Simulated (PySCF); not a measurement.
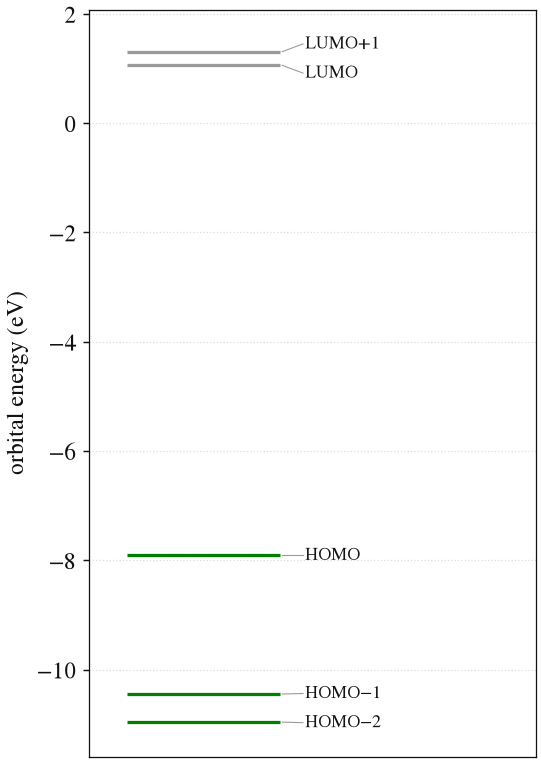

Kohn-Sham orbital energies near the frontier, CAM-B3LYP/def2-SVPD with PySCF, at a PBE0-D3(BJ)/def2-SVP geometry (no frequency check), isolated molecule; empty levels in grey, levels within 0.03 eV side by side.

### Which molecule has this level scheme?
A. C₃H₇FOSi, SMILES C/C(F)=C/O[SiH3]
B. C₂H₃Ga, SMILES C#[C][GaH2], singlet
C. C₄H₉Al, SMILES [CH3][AlH][CH]1CC1, singlet
D. C₄H₆F₂, SMILES FCC1(F)CC1

Option A. HOMO −7.91 eV, LUMO 1.06 eV, separation 8.97 eV.

Note: one conformer of a flexible molecule; empty levels above zero depend strongly on the basis.
